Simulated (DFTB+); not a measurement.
C$_{2}$H$_{3}$BrCl$_{2}$: geometry relaxation

The run: geometry relaxation of C$_{2}$H$_{3}$BrCl$_{2}$. Method and program: GFN2-xTB, R-SCC, dispersion built in (DFTB+ 25.1).

The geometry comes from this level: GFN2-xTB.

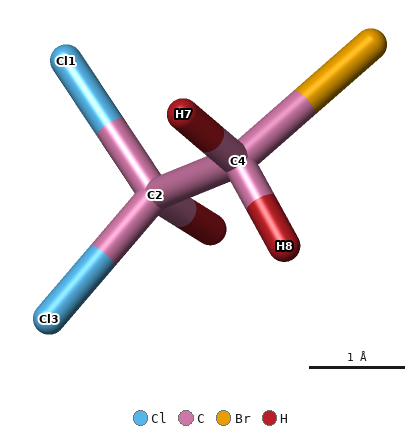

*The input geometry (stick view, seen at a tilt; atoms are numbered from 1 in the order of the input).*

Bond lengths as drawn: Br–C 1.94 Å, C–C 1.51 Å, C–Cl 1.78 Å and C–H 1.09 Å.

Input file (dftb_in.hsd)
```
# GFN2-XTB geometry optimisation
Geometry = xyzFormat {
  <<< "mol.xyz"
}

Driver = GeometryOptimisation {
  Optimiser = LBFGS {}
  MaxSteps = 100
  Convergence = {
    GradElem = 0.001
  }
  AppendGeometries = Yes
}

Hamiltonian = xTB {
  Method = "GFN2-xTB"
}

Analysis = {
  PrintForces = Yes
}

Options = {
  WriteResultsTag = Yes
}

InputVersion = 25.1
```

File mol.xyz
```
8

Cl     0.361140     1.780930     1.047460
C      0.283770     0.041140     0.680380
Cl     1.914880    -0.668830     0.803060
C     -0.238630    -0.193830    -0.718460
Br    -2.104730     0.326580    -0.831110
H     -0.340530    -0.431400     1.442460
H      0.308670     0.398140    -1.450900
H     -0.184580    -1.252730    -0.972890
```

Hardware: 1 thread of Intel Xeon (Sapphire Rapids), 32 GiB of memory available, shared host.

Launched with:
```bash
dftb+ > output.log
```

Output
```
|  DFTB+ development version (commit: a23bfb2)

Reading input file 'dftb_in.hsd'
Parser version: 14

--------------------------------------------------------------------------------

Processed input in HSD format written to 'dftb_pin.hsd'

Starting initialization...
--------------------------------------------------------------------------------
OpenMP threads:              1
Chosen random seed:          168034633
Current stacksize:           unlimited
Mode:                        Geometry optimisation relaxation
Self consistent charges:     Yes
SCC-tolerance:                 0.100000E-04
Max. scc iterations:                    100
Shell resolved Hubbard:      Yes
Spin polarisation:           No
Nr. of up electrons:            16.000000
Nr. of down electrons:          16.000000
Periodic boundaries:         No
Electronic solver:           Relatively robust
Mixer:                       Broyden mixer
Mixing parameter:                  0.200000
Nr. of chrg. vec. in memory:            100
Max. SCC-cycles:                        100
Max. nr. of geometry steps:             100
tblite library version:      0.3.0
-> parametrization:          GFN2-xTB
-> repulsion:                Yes
-> dispersion:               Yes
-> halogen bonding:          No
-> electrostatics:           Yes
   -> isotropic:             Yes
   -> anisotropic:           Yes
   -> third-order:           Yes
Electronic temperature:              0.950045E-03 H      0.258520E-01 eV
Initial charges:             Set automatically (system chrg:   0.000E+00)
Included shells:            Cl:  s, p, d
                             C:  s, p
                            Br:  s, p, d
                             H:  s
Extra options:
                             Mulliken analysis
                             Force calculation
Force type                   original

--------------------------------------------------------------------------------

***  Geometry step: 0

 iSCC Total electronic   Diff electronic      SCC error
    1   -0.18989858E+02    0.00000000E+00    0.80501129E+00
    2   -0.19057213E+02   -0.18989858E+02    0.81292873E+00
    3   -0.19062999E+02   -0.67355058E-01    0.56696539E+00
    4   -0.19056252E+02   -0.57863612E-02    0.16866274E+00
    5   -0.19056867E+02    0.67466148E-02    0.14954279E+00
    6   -0.19057176E+02   -0.61446522E-03    0.80641957E-01
    7   -0.19057501E+02   -0.30923890E-03    0.32602587E-01
    8   -0.19058636E+02   -0.32509552E-03    0.11017461E-01
    9   -0.19058794E+02   -0.11346996E-02    0.73279756E-02
   10   -0.19058834E+02   -0.15834084E-03    0.54202094E-02
   11   -0.19058873E+02   -0.40067526E-04    0.27923432E-02
   12   -0.19058896E+02   -0.39048884E-04    0.91349672E-03
   13   -0.19058911E+02   -0.22129239E-04    0.47697170E-03
   14   -0.19058912E+02   -0.15943236E-04    0.33471825E-03
   15   -0.19058915E+02   -0.88070654E-06    0.16875794E-03
   16   -0.19058915E+02   -0.29174800E-05    0.84326667E-04
   17   -0.19058915E+02    0.25890659E-06    0.50595085E-04
   18   -0.19058915E+02    0.26477944E-06    0.39240344E-04
   19   -0.19058915E+02    0.13661422E-06    0.84738497E-05

Total Energy:                      -18.9878788227 H         -516.6865 eV
Extrapolated to 0K:                -18.9878788227 H         -516.6865 eV
Total Mermin free energy:          -18.9878788227 H         -516.6865 eV
Force related energy:              -18.9878788227 H         -516.6865 eV

total energy  -1.8987879E+01 H       energy change -1.8987879E+01 H
gradient norm  7.4067532E-04 H/a0    max. gradient  3.2336155E-04 H/a0
step length    0.0000000E+00 a0      max. step      0.0000000E+00 a0

Geometry converged

--------------------------------------------------------------------------------
--------------------------------------------------------------------------------
SCC                                    +       0.02 ( 78.9%)       0.05 ( 77.3%)
Post-SCC processing                    +       0.00 ( 12.2%)       0.01 ( 18.2%)
--------------------------------------------------------------------------------
Missing                                +       0.00 (  8.9%)       0.00 (  4.5%)
Total                                  =       0.03 (100.0%)       0.07 (100.0%)
--------------------------------------------------------------------------------
```

File detailed.out
```
Fermi distribution function

Geometry optimization step: 0

********************************************************************************
 iSCC Total electronic   Diff electronic      SCC error
   19   -0.19058915E+02    0.13661422E-06    0.84738497E-05
********************************************************************************

 Total charge:    -0.00000000

 Atomic gross charges (e)
 Atom           Charge
    1      -0.13589739
    2       0.13992991
    3      -0.15031372
    4       0.01085701
    5      -0.13790513
    6       0.09526744
    7       0.09105284
    8       0.08700904

Nr. of electrons (up):     32.00000000
Atom populations (up)
 Atom       Population
    1       7.13589739
    2       3.86007009
    3       7.15031372
    4       3.98914299
    5       7.13790513
    6       0.90473256
    7       0.90894716
    8       0.91299096

l-shell populations (up)
 Atom Sh.   l       Population
    1   1   0       1.97436074
    1   2   1       5.15350299
    1   3   2       0.00803366
    2   1   0       1.08665763
    2   2   1       2.77341247
    3   1   0       1.97384695
    3   2   1       5.17017370
    3   3   2       0.00629307
    4   1   0       1.06391427
    4   2   1       2.92522872
    5   1   0       1.94886216
    5   2   1       5.16987064
    5   3   2       0.01917233
    6   1   0       0.90473256
    7   1   0       0.90894716
    8   1   0       0.91299096

Orbital populations (up)
 Atom Sh.   l   m       Population  Label
    1   1   0   0       1.97436074  s
    1   2   1  -1       1.22784635  p_y
    1   2   1   0       1.95531330  p_z
    1   2   1   1       1.97034333  p_x
    1   3   2  -2       0.00129453  d_xy
    1   3   2  -1       0.00027583  d_yz
    1   3   2   0       0.00167530  d_z2
    1   3   2   1       0.00398489  d_xz
    1   3   2   2       0.00080310  d_x2-y2
    2   1   0   0       1.08665763  s
    2   2   1  -1       0.84675055  p_y
    2   2   1   0       1.03822987  p_z
    2   2   1   1       0.88843204  p_x
    3   1   0   0       1.97384695  s
    3   2   1  -1       1.84511723  p_y
    3   2   1   0       1.97998970  p_z
    3   2   1   1       1.34506677  p_x
    3   3   2  -2       0.00124956  d_xy
    3   3   2  -1       0.00069120  d_yz
    3   3   2   0       0.00030285  d_z2
    3   3   2   1       0.00251500  d_xz
    3   3   2   2       0.00153446  d_x2-y2
    4   1   0   0       1.06391427  s
    4   2   1  -1       1.06186510  p_y
    4   2   1   0       0.99386411  p_z
    4   2   1   1       0.86949951  p_x
    5   1   0   0       1.94886216  s
    5   2   1  -1       1.93565698  p_y
    5   2   1   0       1.97748218  p_z
    5   2   1   1       1.25673147  p_x
    5   3   2  -2       0.00104311  d_xy
    5   3   2  -1       0.00537053  d_yz
    5   3   2   0       0.00079182  d_z2
    5   3   2   1       0.00250054  d_xz
    5   3   2   2       0.00946633  d_x2-y2
    6   1   0   0       0.90473256  s
    7   1   0   0       0.90894716  s
    8   1   0   0       0.91299096  s

Fermi level:                        -0.3397705331 H           -9.2456 eV
Band energy:                       -19.5803802808 H         -532.8093 eV
TS:                                  0.0000000000 H            0.0000 eV
Band free energy (E-TS):           -19.5803802808 H         -532.8093 eV
Extrapolated E(0K):                -19.5803802808 H         -532.8093 eV
Input / Output electrons (q):     32.0000000000     32.0000000000

Energy H0:                         -19.0726528888 H         -518.9933 eV
Energy SCC:                          0.0137382819 H            0.3738 eV
Total Electronic energy:           -19.0589146069 H         -518.6195 eV
Repulsive energy:                    0.0777275796 H            2.1151 eV
Total energy:                      -18.9878788227 H         -516.6865 eV
Extrapolated to 0:                 -18.9878788227 H         -516.6865 eV
Total Mermin free energy:          -18.9878788227 H         -516.6865 eV
Force related energy:              -18.9878788227 H         -516.6865 eV

Non-constrained calculation

SCC converged

Full geometry written in geo_end.{xyz|gen}

Total Forces
    1      0.000000494194      0.000117419701      0.000044432995
    2     -0.000260998165     -0.000080896664     -0.000282801977
    3      0.000212548587     -0.000112418351      0.000029979094
    4     -0.000189426375      0.000041990662      0.000256221295
    5      0.000323361551     -0.000214373357     -0.000013919264
    6      0.000015322079      0.000037104091     -0.000021030842
    7      0.000063552388      0.000043935529     -0.000039789734
    8     -0.000164854259      0.000167238389      0.000026908433

Maximal derivative component:        0.323362E-03 au

Dipole moment:    0.86207549   -0.57714017    0.00944227 au
Dipole moment:    2.19117750   -1.46694412    0.02399985 Debye

Geometry converged
```

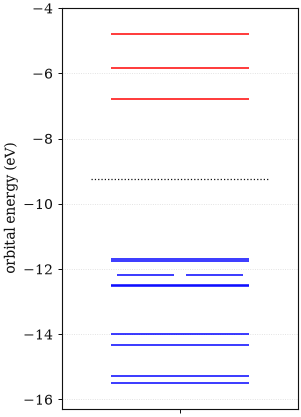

*Orbital energies near the frontier; the dotted line parts filled from empty levels, and levels within 0.02 eV of each other stand side by side.*

Highest filled −11.69 eV, lowest empty −6.80 eV, 4.89 eV apart.

Key numbers

- outcome: converged
- Mermin free energy: −18.987879 hartree
- basis functions: 38
- largest force: 0.020 eV/Å
- HOMO: −11.69 eV
- LUMO: −6.80 eV
- dipole moment: 2.64 D
- peak memory: 0.071 GiB

Remarks

Settings chosen away from the usual ones: optimiser.
